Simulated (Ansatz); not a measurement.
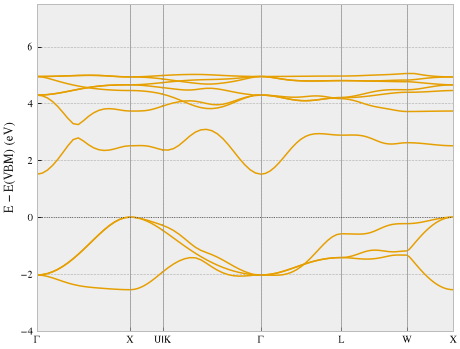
Figure. Band structure from r²SCAN (plane waves, PAW; program Ansatz)

Q: Read off the gap and where the band edges lie.

A: About 1.5 eV (1.51 eV by a search for the band edges); maximum at X, minimum at Γ.

Q: Pick the material that matches.
A. LaN, zinc blende
B. LaH3, Fm-3m (La on 4a, H on 4b, H on 8c)
C. CdS, rock salt
D. GaN, zinc blende

A: A, LaN, zinc blende

Space group F-43m (zinc blende). The start of the workflow was typed in or built on a structure type; neither database checked (COD, Materials Project) lists it. COD files the formula under space group No. 225, so this cell is another polymorph or a model. Its standing as an ambient phase is unchecked. Symmetry was held in the r²SCAN relaxation; whether a distortion lowers the energy is not shown. Spin–orbit coupling is left out wherever it is not named.

Potentials: the later of the program's two PAW sets.
